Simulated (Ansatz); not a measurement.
## Ligand exchange: NaBr + CCl3F → NaF + CBrCl3

Species: NaBr, singlet; CCl3F (trichlorofluoromethane) `FC(Cl)(Cl)Cl`, singlet; NaF, singlet; CBrCl3 (bromotrichloromethane) `ClC(Cl)(Cl)Br`, singlet. The partners trade Br for F: Na–Br and C–F bonds give way to Na–F and C–Br.

Shapes, held fixed at every level: PBE0-D4/def2-TZVP. Programs: Ansatz 0.2.0. The zero-point and thermal change to 298 K, harmonic and unscaled (PBE0-D4/def2-TZVP), is -3.5 kJ/mol.

| level | kind | ΔH(298 K) (kJ/mol) | less CCSD(T)/def2-TZVPP | CPU time (sum over the molecules) |
| --- | --- | --- | --- | --- |
| PBE-D4/def2-TZVPP | GGA | +101.5 | -8.8 | 18 s |
| r2SCAN-D4/def2-TZVPP | meta-GGA | +121.9 | +11.6 | 42 s |
| BHLYP-D4/def2-TZVPP | global hybrid | +126.1 | +15.8 | 26 s |
| PBE0-D4/def2-TZVPP | global hybrid | +118.0 | +7.7 | 25 s |
| r2SCAN0-D4/def2-TZVPP | global hybrid | +130.1 | +19.8 | 45 s |
| wB97X-V/def2-TZVPP | range-separated hybrid | +119.1 | +8.8 | 56 s |
| CCSD/def2-SVP | coupled cluster or CI | +142.5 | +32.2 | – |
| CCSD(T)/def2-TZVPP | coupled cluster or CI | +110.3 | 0.0 | 3.6 min |

The highest level, CCSD(T)/def2-TZVPP, gives ΔH(298 K) = +110.3 kJ/mol; the levels span +101.5 to +142.5. The column of differences is taken from that level and isn't an error. No measured value is set beside it here. Relativity is left out for Br. Outer-core shells of Br, Na are correlated in most correlated rows, in sets that cover them unevenly. Times are processor times on shared x86 and Arm servers, and rough.

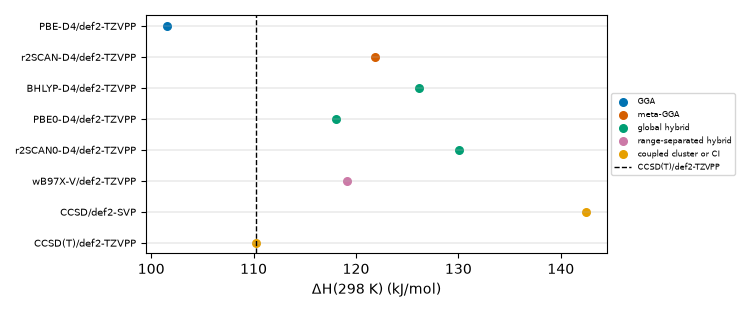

The values of the table, level by level.
